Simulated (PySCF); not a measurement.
**Property calculation of GeH2F2**

GeH2F2, SMILES [F][GeH2][F], computed with PBE/STO-3G, RKS (PySCF 2.14.0).

The geometry comes from this level: PBE0-D4/def2-TZVP.

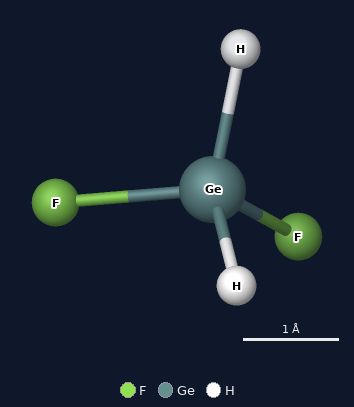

**Figure 1.** The input geometry (ball-and-stick view, seen at a tilt). Sticks mark near contacts. Bond lengths as drawn: F–Ge 1.72 Å and Ge–H 1.53 Å.

**Summary**

- outcome: converged
- total energy: −2250.454410 hartree
- basis functions: 30
- HOMO: −1.96 eV
- LUMO: 4.94 eV
- dipole moment: 0.82 D
- hardware: 1 thread of Intel Xeon @ 2.50GHz (Skylake/Cascade Lake), 16 GiB of memory available, shared host
- wall time: 4.2 s
- peak memory: 0.23 GiB

**Input file (input.py)**
```python
import numpy
from pyscf import gto, scf, dft, lo

mol = gto.M(
    atom=[
    ('F', (-0.572600, 0.228500, 1.525800)),
    ('Ge', (0.103000, -0.071300, -0.032200)),
    ('F', (-0.974500, 0.694200, -1.139700)),
    ('H', (0.047300, -1.576200, -0.286700)),
    ('H', (1.446600, 0.651000, -0.108600)),
],
    basis='sto-3g',
    verbose=3,
    max_memory=1860,
)

ks = dft.RKS(mol, xc='pbe')
ks.grids.level = 4
ks.conv_tol = 1e-10
ks.kernel()
if not ks.converged:
    ks = ks.newton().run(ks.mo_coeff, ks.mo_occ)

e_final = ks.e_tot
print('Final energy', e_final)
dip = ks.dip_moment()
pop, q = ks.mulliken_pop()
quad = ks.quad_moment()
occ = ks.mo_coeff[:, ks.mo_occ > 0]
iaos = lo.vec_lowdin(lo.iao.iao(mol, occ), ks.get_ovlp())
c = iaos.T @ ks.get_ovlp() @ occ
pop_iao, q_iao = scf.hf.mulliken_pop(lo.iao.reference_mol(mol), (c * ks.mo_occ[ks.mo_occ > 0]) @ c.T, numpy.eye(c.shape[0]), verbose=0)
print('IAO charges', numpy.round(q_iao, 4))
```

Command:
```bash
OMP_NUM_THREADS=1 python input.py
```

**Log**
```
converged SCF energy = -2250.45440988244
Final energy -2250.4544098824367
Dipole moment(X, Y, Z, Debye):  0.68716, -0.41754, -0.17665
 ** Mulliken pop  **
pop of  0 F 1s            1.99923
pop of  0 F 2s            1.97050
pop of  0 F 2px           1.82372
pop of  0 F 2py           1.90006
pop of  0 F 2pz           1.50007
pop of  1 Ge 1s           1.99998
pop of  1 Ge 2s           1.99873
pop of  1 Ge 3s           1.99611
pop of  1 Ge 4s           1.25783
pop of  1 Ge 2px          1.99953
pop of  1 Ge 2py          1.99952
pop of  1 Ge 2pz          1.99951
pop of  1 Ge 3px          1.97562
pop of  1 Ge 3py          1.97568
pop of  1 Ge 3pz          1.97471
pop of  1 Ge 4px          0.84224
pop of  1 Ge 4py          0.90184
pop of  1 Ge 4pz          0.70068
pop of  1 Ge 3dxy         1.96012
pop of  1 Ge 3dyz         1.98258
pop of  1 Ge 3dz^2        1.95730
pop of  1 Ge 3dxz         1.96096
pop of  1 Ge 3dx2-y2      1.96095
pop of  2 F 1s            1.99923
pop of  2 F 2s            1.97050
pop of  2 F 2px           1.71165
pop of  2 F 2py           1.82115
pop of  2 F 2pz           1.69106
pop of  3 H 1s            1.08447
pop of  4 H 1s            1.08446
 ** Mulliken atomic charges  **
charge of    0F =     -0.19359
charge of    1Ge =      0.55611
charge of    2F =     -0.19359
charge of    3H =     -0.08447
charge of    4H =     -0.08446
Traceless quadrupole moment (Debye*A):

IAO charges [-0.3355  0.95   -0.3355 -0.1395 -0.1395]
```

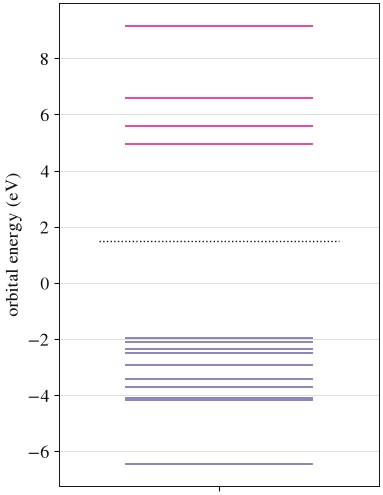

**Figure 2.** Orbital energies near the frontier; the dotted line parts filled from empty levels, and levels within 0.02 eV of each other stand side by side. Highest filled −1.96 eV, lowest empty 4.94 eV, 6.90 eV apart.
